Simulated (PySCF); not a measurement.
**C₂H₇FOSi: NMR shifts at several levels of theory, part 1 of 2**

Aim: compute the NMR shifts of C₂H₇FOSi (`OC[C@H](F)[SiH3]`) at several levels, and see how far they spread and what each costs.

The runs use PySCF 2.14.0, with density-fitted response routines of our own; the level of theory stands in each step. All values are computed, except where a source is named. Atoms count from 0, in the outputs and in this text.

### Step 1. Starting geometry

12 atoms, charge 0, multiplicity 1; geometry from: GFN2-xTB. The atoms were then displaced at random by about 0.01 Å, so the start is not that level's minimum.

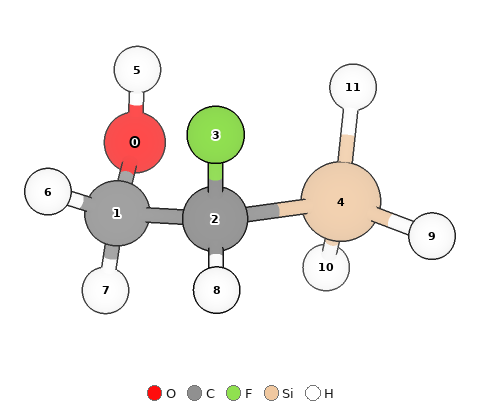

As it starts; oxygen red, carbon grey, fluorine green, silicon light orange, hydrogen white, atoms numbered.

### Step 2. Optimising the geometry at PBE0-D3(BJ)/def2-SVP

The job: settings as JSON, then the geometry in Å.

```
{"job": {"xc": "PBE0", "basis": "def2-SVP", "d3": "d3bj", "grid": 1, "shake": 0.01, "kind": "geom"}, "charge": 0, "multiplicity": 1}
O     -0.956530     1.137030    -0.795860
C     -1.281210    -0.105140    -0.253590
C     -0.132720    -0.607710     0.577720
F     -0.184130    -0.057390     1.864510
Si     1.536300    -0.015060    -0.218770
H     -0.937230     1.805970    -0.081510
H     -2.191600    -0.069930     0.338150
H     -1.405510    -0.763810    -1.106820
H     -0.181760    -1.681750     0.751120
H      2.598000    -0.819630     0.405660
H      1.436030    -0.247660    -1.634510
H      1.740040     1.396810     0.144870
```

Run with:

```bash
> OMP_NUM_THREADS=1 python probes_run.py task.json out
```

The driver reads the jobs from task.json and runs them one after another.

Standard output:

```text
step   0  E = -544.27922610  max force = 0.026287
step   1  E = -544.28441926  max force = 0.007004
step   2  E = -544.28475324  max force = 0.001391
step   3  E = -544.28489859  max force = 0.001858
step   4  E = -544.28500506  max force = 0.001419
step   5  E = -544.28505228  max force = 0.000823
step   6  E = -544.28507516  max force = 0.000448
step   7  E = -544.28508545  max force = 0.000387
optimisation converged
```

It took 35 s on 1 thread of Arm Neoverse V1, shared host; peak memory 0.46 GiB.

Along the way:

| step | energy from step 0 (eV) | largest force component (eV/Å) |
| --- | --- | --- |
| 0 | 0.0000 | 1.3517 |
| 1 | -0.1413 | 0.3602 |
| 2 | -0.1504 | 0.0715 |
| 3 | -0.1544 | 0.0955 |
| 4 | -0.1573 | 0.0730 |
| 5 | -0.1585 | 0.0423 |
| 6 | -0.1592 | 0.0230 |
| 7 | -0.1594 | 0.0199 |

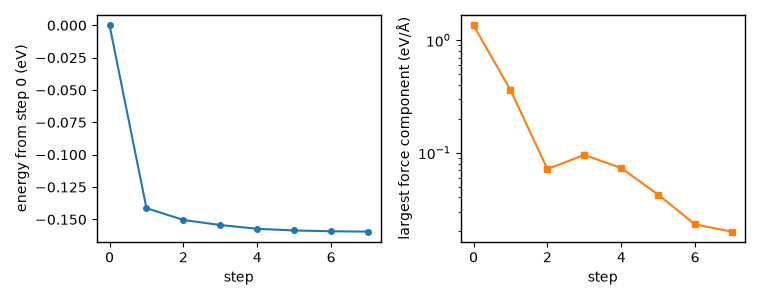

Energy and force, step by step.

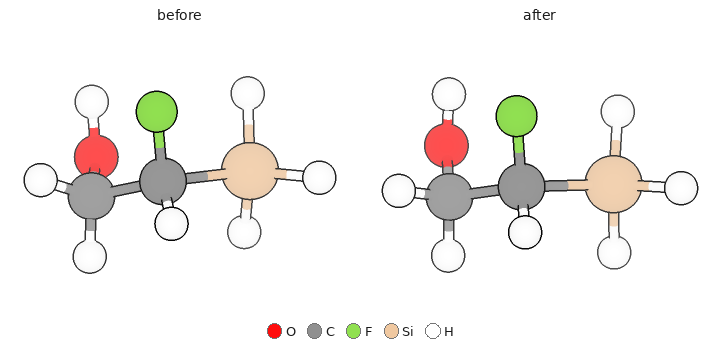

Before and after, at one scale.

Close pairs (by a distance rule), those that changed most:

| bond | before (Å) | after (Å) | change (Å) |
| --- | --- | --- | --- |
| Si4–H10 | 1.438 | 1.494 | +0.056 |
| C2–Si4 | 1.942 | 1.915 | -0.027 |
| C1–H6 | 1.086 | 1.109 | +0.023 |
| Si4–H9 | 1.471 | 1.493 | +0.022 |
| Si4–H11 | 1.472 | 1.489 | +0.017 |
| C1–H7 | 1.085 | 1.102 | +0.017 |
| C2–H8 | 1.089 | 1.106 | +0.016 |
| O0–H5 | 0.979 | 0.964 | -0.015 |

The final coordinates are the input of the step that follows.

| at the end point | value |
| --- | --- |
| point group (found at 0.08 Å tolerance) | C1 |
| rotational constants (GHz, main isotopes) | 4.814, 3.039, 2.296 |
| dipole moment (D) | 1.13 |

### Step 3. Nuclear shieldings: PBE0/6-31G*

The job: settings as JSON, then the geometry in Å.

```
{"job": {"kind": "nmr", "xc": "PBE0", "basis": "6-31G*", "pop": true}, "charge": 0, "multiplicity": 1}
O     -1.093796     1.374608    -0.573225
C     -1.293601     0.023111    -0.265977
C     -0.145218    -0.552491     0.528022
F     -0.169055     0.024016     1.802531
Si     1.571374    -0.170997    -0.230857
H     -0.989466     1.841541     0.264057
H     -2.233860    -0.138697     0.299689
H     -1.385052    -0.521926    -1.219180
H     -0.283454    -1.642526     0.650287
H      2.598911    -0.982203     0.486790
H      1.558566    -0.556648    -1.674046
H      1.903044     1.272390    -0.076961
```

With the program's defaults for keys left out, this is: GIAO PBE0/6-31G* NMR shielding, non-relativistic, gas phase.

Standard output:

```text
coarse grid: 10312 points
cycle   1  E = -544.4749662704  dE =  3.400e-01  |g| = 7.059e-01  |ddm| = 2.908e+00
cycle   2  E = -544.3791964940  dE =  9.577e-02  |g| = 1.025e+00  |ddm| = 1.394e+00
cycle   3  E = -544.5650423419  dE = -1.858e-01  |g| = 6.223e-02  |ddm| = 9.003e-01
cycle   4  E = -544.5657618716  dE = -7.195e-04  |g| = 2.754e-02  |ddm| = 7.375e-02
cycle   5  E = -544.5659520596  dE = -1.902e-04  |g| = 5.920e-03  |ddm| = 2.996e-02
cycle   6  E = -544.5659590332  dE = -6.974e-06  |g| = 1.830e-03  |ddm| = 6.024e-03
final grid: 94760 points
cycle   7  E = -544.5291216204  dE = -1.536e-05  |g| = 8.806e-03  |ddm| = 1.591e-02
cycle   8  E = -544.5291045950  dE =  1.703e-05  |g| = 1.316e-02  |ddm| = 1.531e-02
cycle   9  E = -544.5291369489  dE = -3.235e-05  |g| = 5.372e-04  |ddm| = 8.869e-03
cycle  10  E = -544.5291370121  dE = -6.325e-08  |g| = 1.503e-04  |ddm| = 6.432e-04
cycle  11  E = -544.5291370170  dE = -4.814e-09  |g| = 2.346e-05  |ddm| = 1.537e-04
cycle  12  E = -544.5291370171  dE = -1.066e-10  |g| = 1.155e-05  |ddm| = 2.931e-05
converged SCF energy = -544.5291370171

GIAO shielding tensors (ppm)
atom      isotropic    diamagn.    paramagn.     s11        s22        s33       span
  0 O      304.802     390.445     -85.643    283.728    307.983    322.694     38.966
  1 C      131.093     243.389    -112.296    114.379    126.063    152.837     38.459
  2 C      108.565     243.429    -134.864     76.645     94.000    155.049     78.404
  3 F      430.640     471.224     -40.584    382.699    451.503    457.719     75.020
  4 Si     456.732     881.157    -424.425    435.355    449.190    485.650     50.295
  5 H       31.178      29.905       1.273     23.039     29.488     41.006     17.968
  6 H       27.807      28.376      -0.569     23.050     27.285     33.086     10.036
  7 H       28.510      29.049      -0.539     25.497     27.387     32.647      7.150
  8 H       27.352      28.710      -1.358     25.185     26.841     30.030      4.845
  9 H       27.883      28.680      -0.797     24.947     26.035     32.667      7.719
 10 H       27.886      29.083      -1.197     24.624     26.277     32.755      8.130
 11 H       27.683      29.333      -1.650     24.467     26.868     31.714      7.246
```

Wall time 7.4 s (1 thread of Arm Neoverse V1, shared host); peak memory 0.5 GiB.

Shifts follow as δ = σ(reference) − σ, with reference shieldings (ppm) from runs at the same level and on the same kind of geometry: ¹H TMS 31.96, ¹³C TMS 194.1, ²⁹Si TMS 418.1, ¹⁹F CFCl3 198.9, ¹⁷O H2O 324.2. The references are single molecules in the gas phase, so shifts against H2O, NH3, PH3, H3PO4 or CFCl3 are not on the usual liquid scales and can be off by tens of ppm. Atoms listed in one row are averaged.

| atoms | environment | σ (ppm) | δ (ppm) |
| --- | --- | --- | --- |
| C2 | sp3 CH bonded to F and Si | 108.6 | 85.6 |
| C1 | sp3 CH2 bonded to O | 131.1 | 63.0 |
| H8 | hydrogen on an sp3 CH bonded to F and Si | 27.35 | 4.61 |
| H6 | hydrogen on an sp3 CH2 bonded to O | 27.81 | 4.16 |
| H9, H10, H11 | hydrogen on a silicon bonded to C | 27.82 | 4.15 |
| H7 | hydrogen on an sp3 CH2 bonded to O | 28.51 | 3.45 |
| H5 | hydrogen on an alcohol oxygen | 31.18 | 0.79 |
| O0 | alcohol oxygen | 304.8 | 19.4 |
| F3 | fluorine on an sp3 carbon | 430.6 | -231.7 |
| Si4 | silicon bonded to C, 3 H | 456.7 | -38.6 |

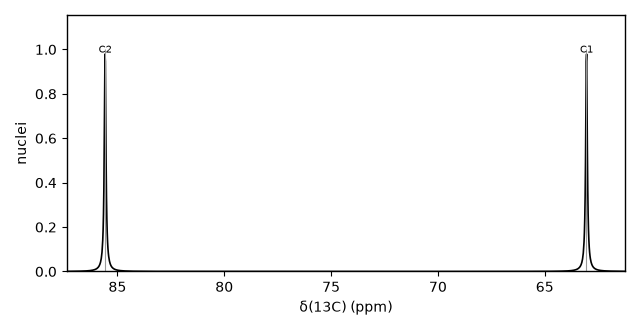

¹³C lines at the computed shifts, without couplings. Lines are broadened to a width of 0.09 ppm (Lorentzian).

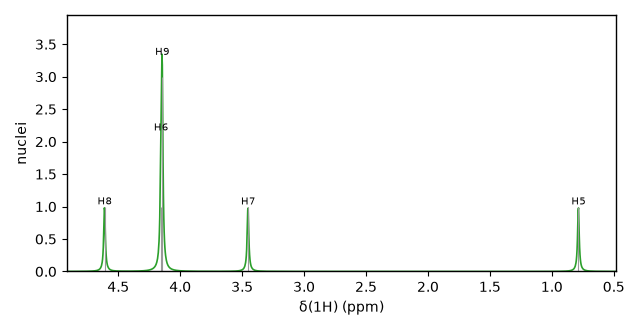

¹H lines at the computed shifts, without couplings. Lines are broadened to a width of 0.02 ppm (Lorentzian).

The run also stored atomic charges by several schemes (e):

| atoms | Mulliken | IAO | Hirshfeld | ESP fit |
| --- | --- | --- | --- | --- |
| O0 | -0.63 | -0.53 | -0.22 | -0.57 |
| C1 | -0.11 | -0.06 | 0.01 | 0.08 |
| C2 | -0.01 | -0.10 | -0.02 | 0.02 |
| F3 | -0.35 | -0.32 | -0.12 | -0.20 |
| Si4 | 0.34 | 0.56 | 0.27 | 0.23 |

IAO charges:

| atom | value (e) |
| --- | --- |
| O0 | -0.53 |
| C1 | -0.06 |
| C2 | -0.10 |
| F3 | -0.32 |
| Si4 | 0.56 |
| H5 | 0.35 |
| H6 | 0.13 |
| H7 | 0.15 |
| H8 | 0.14 |
| H9 | -0.11 |
| H10 | -0.11 |
| H11 | -0.10 |

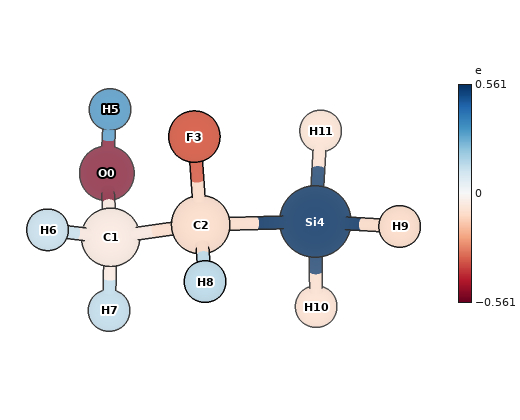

IAO charges, as colours on the atoms.

Mayer bond orders: O0–C1 0.95, C1–C2 0.98, C2–F3 0.82, C2–Si4 0.89.

### Step 4. Shielding tensors: PBE0/6-311+G(2d,p)

Same as in step 3 but for these lines:

```diff
@@ -1,2 +1,2 @@
-{"job": {"kind": "nmr", "xc": "PBE0", "basis": "6-31G*", "pop": true}, "charge": 0, "multiplicity": 1}
+{"job": {"kind": "nmr", "xc": "PBE0", "basis": "6-311+G(2d,p)", "pop": true}, "charge": 0, "multiplicity": 1}
 O     -1.093796     1.374608    -0.573225
```

With the program's defaults for keys left out, this is: GIAO PBE0/6-311+G(2d,p) NMR shielding, non-relativistic, gas phase.

Standard output:

```text
coarse grid: 10312 points
cycle   1  E = -544.5596700286  dE =  3.284e-01  |g| = 7.138e-01  |ddm| = 2.553e+00
cycle   2  E = -544.4395506816  dE =  1.201e-01  |g| = 1.107e+00  |ddm| = 1.356e+00
cycle   3  E = -544.6451287999  dE = -2.056e-01  |g| = 6.711e-02  |ddm| = 8.497e-01
cycle   4  E = -544.6458468234  dE = -7.180e-04  |g| = 2.328e-02  |ddm| = 6.074e-02
cycle   5  E = -544.6459632741  dE = -1.165e-04  |g| = 8.486e-03  |ddm| = 2.500e-02
cycle   6  E = -544.6459789493  dE = -1.568e-05  |g| = 1.626e-03  |ddm| = 6.955e-03
cycle   7  E = -544.6459793316  dE = -3.823e-07  |g| = 6.290e-04  |ddm| = 1.259e-03
final grid: 94760 points
cycle   8  E = -544.6560320596  dE = -4.803e-05  |g| = 8.531e-03  |ddm| = 3.757e-02
cycle   9  E = -544.6560172090  dE =  1.485e-05  |g| = 1.236e-02  |ddm| = 1.195e-02
cycle  10  E = -544.6560452682  dE = -2.806e-05  |g| = 9.027e-04  |ddm| = 7.680e-03
cycle  11  E = -544.6560453898  dE = -1.216e-07  |g| = 3.442e-04  |ddm| = 8.735e-04
cycle  12  E = -544.6560454139  dE = -2.418e-08  |g| = 4.465e-05  |ddm| = 2.522e-04
cycle  13  E = -544.6560454142  dE = -2.564e-10  |g| = 2.427e-05  |ddm| = 6.071e-05
converged SCF energy = -544.6560454142

GIAO shielding tensors (ppm)
atom      isotropic    diamagn.    paramagn.     s11        s22        s33       span
  0 O      298.788     377.254     -78.466    278.158    301.257    316.949     38.791
  1 C      119.586     243.758    -124.172    101.221    112.722    144.814     43.593
  2 C       95.421     242.519    -147.098     60.620     80.030    145.613     84.993
  3 F      421.091     466.224     -45.133    365.262    439.209    458.802     93.539
  4 Si     415.147     879.256    -464.109    392.739    403.930    448.772     56.033
  5 H       30.672      29.482       1.190     22.422     28.873     40.720     18.298
  6 H       27.214      29.358      -2.144     22.349     26.760     32.533     10.184
  7 H       27.967      30.184      -2.217     24.806     27.015     32.080      7.274
  8 H       26.661      30.003      -3.343     24.649     26.524     28.810      4.161
  9 H       27.357      28.306      -0.949     24.534     25.418     32.118      7.584
 10 H       27.405      28.455      -1.050     24.202     25.708     32.306      8.103
 11 H       27.152      28.421      -1.269     24.039     26.490     30.927      6.888
```

It took 20 s on 1 thread of Arm Neoverse V1, shared host; peak memory 0.97 GiB.

In short: δ C2 91.0, C1 66.9, O0 27.8, F3 -246.3, H8 4.85, H6 4.30 ppm.

### Step 5. NMR shieldings: PBE0/def2-SVP

Same as in step 4 but for these lines:

```diff
@@ -1,2 +1,2 @@
-{"job": {"kind": "nmr", "xc": "PBE0", "basis": "6-311+G(2d,p)", "pop": true}, "charge": 0, "multiplicity": 1}
+{"job": {"kind": "nmr", "xc": "PBE0", "basis": "def2-SVP", "pop": true}, "charge": 0, "multiplicity": 1}
 O     -1.093796     1.374608    -0.573225
```

Level: GIAO PBE0/def2-SVP NMR shielding, non-relativistic, gas phase.

Standard output:

```text
coarse grid: 10312 points
cycle   1  E = -544.1141181263  dE =  3.078e-01  |g| = 6.987e-01  |ddm| = 3.211e+00
cycle   2  E = -544.0202080335  dE =  9.391e-02  |g| = 1.010e+00  |ddm| = 1.473e+00
cycle   3  E = -544.2013358448  dE = -1.811e-01  |g| = 6.130e-02  |ddm| = 9.536e-01
cycle   4  E = -544.2020317483  dE = -6.959e-04  |g| = 2.504e-02  |ddm| = 7.365e-02
cycle   5  E = -544.2021874288  dE = -1.557e-04  |g| = 6.501e-03  |ddm| = 2.972e-02
cycle   6  E = -544.2021958655  dE = -8.437e-06  |g| = 1.800e-03  |ddm| = 7.235e-03
final grid: 94760 points
cycle   7  E = -544.2775242953  dE = -1.881e-05  |g| = 8.210e-03  |ddm| = 2.267e-02
cycle   8  E = -544.2775093113  dE =  1.498e-05  |g| = 1.223e-02  |ddm| = 1.524e-02
cycle   9  E = -544.2775377228  dE = -2.841e-05  |g| = 4.795e-04  |ddm| = 8.889e-03
cycle  10  E = -544.2775377714  dE = -4.857e-08  |g| = 1.620e-04  |ddm| = 6.661e-04
cycle  11  E = -544.2775377771  dE = -5.761e-09  |g| = 1.877e-05  |ddm| = 1.687e-04
cycle  12  E = -544.2775377772  dE = -9.425e-11  |g| = 3.442e-06  |ddm| = 3.113e-05
converged SCF energy = -544.2775377772

GIAO shielding tensors (ppm)
atom      isotropic    diamagn.    paramagn.     s11        s22        s33       span
  0 O      314.406     387.199     -72.793    293.816    320.551    328.852     35.036
  1 C      131.067     244.771    -113.704    113.628    125.114    154.459     40.831
  2 C      107.215     247.924    -140.709     73.016     91.626    157.003     83.987
  3 F      437.037     472.159     -35.123    385.905    456.618    468.587     82.682
  4 Si     477.871     880.394    -402.523    457.457    465.503    510.652     53.195
  5 H       30.759      33.091      -2.332     22.098     28.788     41.391     19.293
  6 H       27.341      28.773      -1.432     22.651     26.673     32.697     10.047
  7 H       28.069      29.904      -1.835     24.859     26.845     32.502      7.643
  8 H       26.905      30.496      -3.591     24.898     26.453     29.364      4.466
  9 H       27.422      28.666      -1.244     24.514     25.457     32.295      7.782
 10 H       27.472      29.114      -1.642     24.243     25.689     32.484      8.241
 11 H       27.238      29.349      -2.111     24.014     26.423     31.276      7.262
```

It took 9.2 s on 1 thread of Arm Neoverse V1, shared host; peak memory 0.58 GiB.

Key values: δ C2 86.5, C1 62.7, O0 28.6, F3 -222.4, H8 4.44, H6 4.00 ppm.

### Step 6. Nuclear shieldings: PBE0/def2-TZVP

Same as in step 5 but for these lines:

```diff
@@ -1,2 +1,2 @@
-{"job": {"kind": "nmr", "xc": "PBE0", "basis": "def2-SVP", "pop": true}, "charge": 0, "multiplicity": 1}
+{"job": {"kind": "nmr", "xc": "PBE0", "basis": "def2-TZVP", "pop": true}, "charge": 0, "multiplicity": 1}
 O     -1.093796     1.374608    -0.573225
```

Method: GIAO PBE0/def2-TZVP NMR shielding, non-relativistic, gas phase.

Standard output:

```text
coarse grid: 10312 points
cycle   1  E = -544.5928468436  dE =  3.268e-01  |g| = 7.186e-01  |ddm| = 2.415e+00
cycle   2  E = -544.4764225597  dE =  1.164e-01  |g| = 1.107e+00  |ddm| = 1.272e+00
cycle   3  E = -544.6795136032  dE = -2.031e-01  |g| = 6.488e-02  |ddm| = 8.417e-01
cycle   4  E = -544.6801877307  dE = -6.741e-04  |g| = 2.667e-02  |ddm| = 6.284e-02
cycle   5  E = -544.6803472729  dE = -1.595e-04  |g| = 8.364e-03  |ddm| = 2.458e-02
cycle   6  E = -544.6803615707  dE = -1.430e-05  |g| = 1.950e-03  |ddm| = 7.847e-03
cycle   7  E = -544.6803620987  dE = -5.281e-07  |g| = 6.521e-04  |ddm| = 1.413e-03
final grid: 94760 points
cycle   8  E = -544.6786796985  dE = -5.342e-05  |g| = 8.318e-03  |ddm| = 4.321e-02
cycle   9  E = -544.6786658361  dE =  1.386e-05  |g| = 1.201e-02  |ddm| = 1.094e-02
cycle  10  E = -544.6786927046  dE = -2.687e-05  |g| = 9.082e-04  |ddm| = 6.751e-03
cycle  11  E = -544.6786928289  dE = -1.243e-07  |g| = 3.208e-04  |ddm| = 8.991e-04
cycle  12  E = -544.6786928490  dE = -2.014e-08  |g| = 4.597e-05  |ddm| = 2.727e-04
cycle  13  E = -544.6786928493  dE = -2.740e-10  |g| = 2.481e-05  |ddm| = 5.767e-05
converged SCF energy = -544.6786928493

GIAO shielding tensors (ppm)
atom      isotropic    diamagn.    paramagn.     s11        s22        s33       span
  0 O      300.619     383.453     -82.834    281.183    304.312    316.363     35.180
  1 C      118.169     242.101    -123.932     99.248    111.336    143.922     44.674
  2 C       93.836     238.691    -144.856     58.679     77.999    144.828     86.149
  3 F      421.847     467.918     -46.072    366.572    442.536    456.431     89.858
  4 Si     403.983     878.871    -474.888    381.428    392.277    438.244     56.816
  5 H       30.645      30.198       0.447     22.411     28.753     40.772     18.362
  6 H       27.243      28.885      -1.642     22.409     26.824     32.496     10.087
  7 H       27.946      29.345      -1.399     24.763     27.036     32.039      7.276
  8 H       26.659      29.370      -2.711     24.686     26.536     28.756      4.070
  9 H       27.312      28.821      -1.509     24.545     25.370     32.020      7.475
 10 H       27.362      29.100      -1.738     24.215     25.644     32.227      8.012
 11 H       27.134      29.238      -2.104     24.081     26.480     30.840      6.759
```

Wall time 25 s (1 thread of Arm Neoverse V1, shared host); peak memory 0.88 GiB.

This run: δ C2 92.8, C1 68.5, O0 32.0, F3 -243.0, H8 4.82, H6 4.24 ppm.

### Step 7. Shielding tensors: PBE0/cc-pVDZ

Same as in step 6 but for these lines:

```diff
@@ -1,2 +1,2 @@
-{"job": {"kind": "nmr", "xc": "PBE0", "basis": "def2-TZVP", "pop": true}, "charge": 0, "multiplicity": 1}
+{"job": {"kind": "nmr", "xc": "PBE0", "basis": "cc-pVDZ", "pop": true}, "charge": 0, "multiplicity": 1}
 O     -1.093796     1.374608    -0.573225
```

With the program's defaults for keys left out, this is: GIAO PBE0/cc-pVDZ NMR shielding, non-relativistic, gas phase.

Standard output:

```text
coarse grid: 10312 points
cycle   1  E = -544.4729922298  dE =  3.741e-01  |g| = 7.064e-01  |ddm| = 5.859e+00
cycle   2  E = -544.3753958277  dE =  9.760e-02  |g| = 1.027e+00  |ddm| = 2.116e+00
cycle   3  E = -544.5615308883  dE = -1.861e-01  |g| = 6.430e-02  |ddm| = 1.256e+00
cycle   4  E = -544.5622939164  dE = -7.630e-04  |g| = 2.799e-02  |ddm| = 1.378e-01
cycle   5  E = -544.5624893108  dE = -1.954e-04  |g| = 6.611e-03  |ddm| = 5.669e-02
cycle   6  E = -544.5624975954  dE = -8.285e-06  |g| = 2.068e-03  |ddm| = 1.062e-02
final grid: 94760 points
cycle   7  E = -544.5700577738  dE = -1.825e-05  |g| = 8.415e-03  |ddm| = 4.320e-02
cycle   8  E = -544.5700417772  dE =  1.600e-05  |g| = 1.262e-02  |ddm| = 2.714e-02
cycle   9  E = -544.5700720294  dE = -3.025e-05  |g| = 5.580e-04  |ddm| = 1.552e-02
cycle  10  E = -544.5700720954  dE = -6.604e-08  |g| = 1.833e-04  |ddm| = 1.246e-03
cycle  11  E = -544.5700721025  dE = -7.092e-09  |g| = 2.299e-05  |ddm| = 2.941e-04
cycle  12  E = -544.5700721026  dE = -1.252e-10  |g| = 8.678e-06  |ddm| = 6.128e-05
converged SCF energy = -544.5700721026

GIAO shielding tensors (ppm)
atom      isotropic    diamagn.    paramagn.     s11        s22        s33       span
  0 O      310.899     386.214     -75.315    292.455    313.572    326.671     34.216
  1 C      132.411     245.365    -112.953    115.034    126.854    155.346     40.312
  2 C      107.512     244.065    -136.553     73.129     93.218    156.189     83.060
  3 F      429.268     472.385     -43.118    377.628    451.896    458.279     80.651
  4 Si     481.199     882.284    -401.086    461.699    472.229    509.668     47.969
  5 H       30.882      33.294      -2.412     22.538     29.260     40.849     18.311
  6 H       27.130      28.807      -1.677     22.357     26.505     32.529     10.172
  7 H       27.885      30.007      -2.121     24.819     26.658     32.179      7.360
  8 H       26.664      30.140      -3.476     24.666     26.323     29.004      4.338
  9 H       27.438      28.957      -1.519     24.446     25.359     32.507      8.061
 10 H       27.500      29.442      -1.942     24.171     25.636     32.691      8.520
 11 H       27.266      29.703      -2.437     23.965     26.363     31.470      7.505
```

Wall time 9.2 s (1 thread of Arm Neoverse V1, shared host); peak memory 0.6 GiB.

In short: δ C2 89.2, C1 64.3, O0 32.4, F3 -228.3, H8 4.63, H6 4.16 ppm.

(Continued in part 2 of 2.)
